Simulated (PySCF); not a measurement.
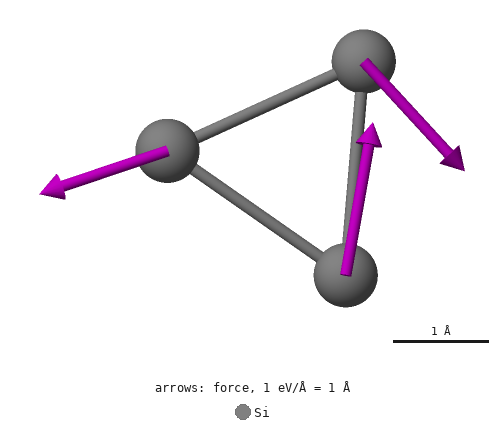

Starting geometry of Si$_{3}$ with the computed forces as purple arrows. Style: ball-and-stick. Shown at a tilt.

The start comes from GFN2-xTB. Its atoms were then displaced at random by about 0.01 Å.

All numbers below come from PBE0-D3(BJ)/def2-SVP geometry optimisation, gas phase (PySCF 2.14.0, density-fitted response routines). 

What follows when this structure is relaxed?

Answer. It isn't relaxed: the largest force vector, on a Si atom, is 1.65 eV/Å. The final displacements follow the starting forces only in part (cosine between the two patterns 0.74). Over 9 geometry steps the energy falls by 0.496 eV. A Si atom moves most after the best rigid fit: 0.27 Å. Among the contacts that change: Si–Si 2.297 → 2.787 Å, Si–Si 2.292 → 2.179 Å, Si–Si 2.270 → 2.179 Å. Among the angles between lasting bonds that change: Si–Si–Si 60.5° → 79.5°. Cost: 8 s on 1 thread of Arm Neoverse V1 (shared host).
